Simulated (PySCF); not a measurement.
**C$_{4}$H$_{2}$N$_{4}$ (SMILES N#Cc1cnnnc1): density, localisation and related maps**

```json
{"atom": "N", "x (Å)": "3.0580", "y (Å)": "0.1112", "z (Å)": "0.0362"}
{"atom": "C", "x (Å)": "1.9135", "y (Å)": "0.0710", "z (Å)": "0.0209"}
{"atom": "C", "x (Å)": "0.5027", "y (Å)": "0.0194", "z (Å)": "0.0036"}
{"atom": "C", "x (Å)": "-0.2122", "y (Å)": "-1.1851", "z (Å)": "-0.0157"}
{"atom": "N", "x (Å)": "-1.5330", "y (Å)": "-1.1868", "z (Å)": "-0.0316"}
{"atom": "N", "x (Å)": "-2.1965", "y (Å)": "-0.0807", "z (Å)": "-0.0328"}
{"atom": "N", "x (Å)": "-1.6170", "y (Å)": "1.0715", "z (Å)": "-0.0148"}
{"atom": "C", "x (Å)": "-0.2997", "y (Å)": "1.1677", "z (Å)": "0.0059"}
{"atom": "H", "x (Å)": "0.2771", "y (Å)": "-2.1491", "z (Å)": "-0.0177"}
{"atom": "H", "x (Å)": "0.1160", "y (Å)": "2.1656", "z (Å)": "0.0235"}
```

Geometry: GFN2-xTB.

Theory: PBE0/pcSseg-1, SCF density, gas phase, non-relativistic in PySCF.

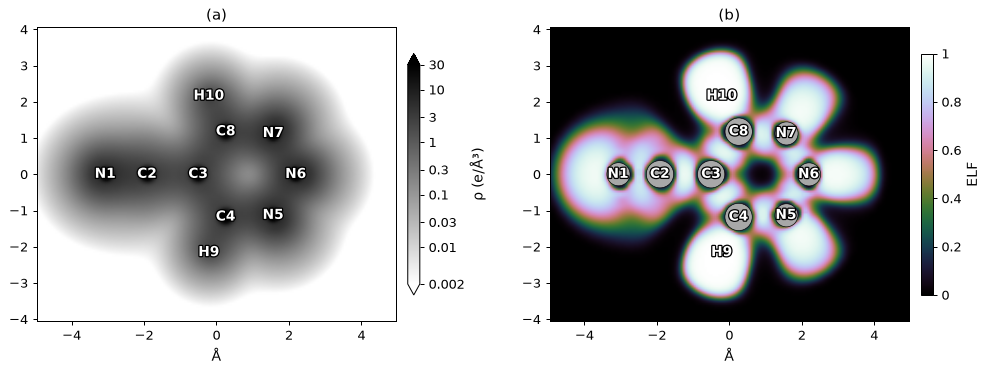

Figure 1. (a) electron density; (b) electron localisation function on the molecular plane. Grey discs cover the atomic cores in the ELF map.

> Describe what can be read from this map.

The section cuts through N, C and H sites. C–N (1.15 Å): ρ is about 3.6 e/Å³ halfway; the ELF peaks at about 0.85 between the atoms (a multiple bond). N–N (1.29 Å): ρ is about 2.8 e/Å³ halfway; the ELF peaks at about 0.90 between the atoms (localised, covalent bonding). C–C (1.40 Å): ρ at the midpoint is about 2.1 e/Å³; the ELF peaks at about 0.95 between the atoms; localised, covalent bonding. C–H (1.08 Å): the density is about 2.1 e/Å³ at the midpoint; the ELF climbs to about 1 towards the hydrogen, as it does in any bond to H: a covalent bond by its length. C–N (1.32 Å): ρ is about 2.5 e/Å³ halfway; the ELF peaks at about 0.90 between the atoms, as expected for localised, covalent bonding. The ELF also peaks beside N5, N1, N6 and N7, away from the bonds: lone-pair regions.

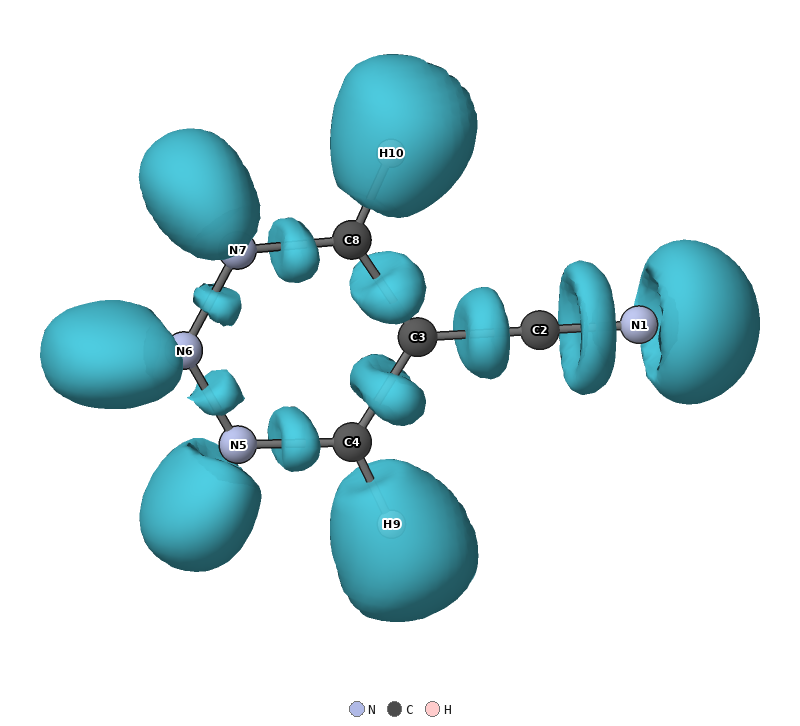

Figure 2. Isosurface of the ELF at 0.8 (cyan), seen at a tilt. Core shells and regions of very low density are left out.

> Describe the localisation domains.

The ELF exceeds this value in three regions between bonded C–C atoms (shared pairs), three regions between bonded C–N atoms (shared pairs), two regions between bonded N–N atoms (shared pairs), two regions around hydrogen nuclei and four lobes on N, pointing away from the bonds (lone pairs).

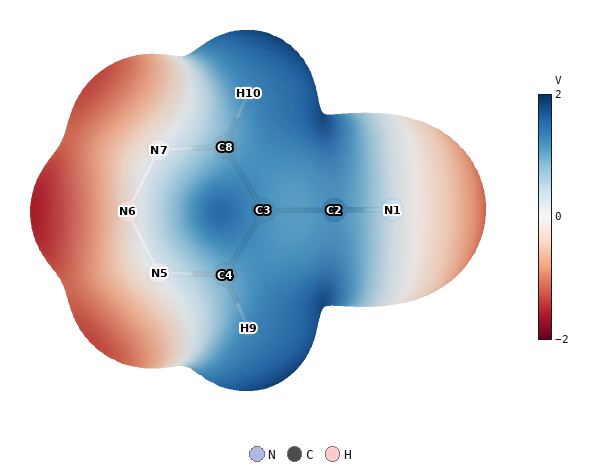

Figure 3. The electrostatic potential painted on the density surface at 0.002 e/bohr³, seen at a tilt; the colour scale runs from red (negative) to blue (positive).

> Describe the electrostatic potential map.

The most negative region (about −1.6 V) lies over N6, the most positive (about +1.9 V) over H9 and H10. N6 is the likeliest acceptor of a hydrogen bond.

> What dipole moment does the calculation give?

Its dipole moment is 1.23 D.
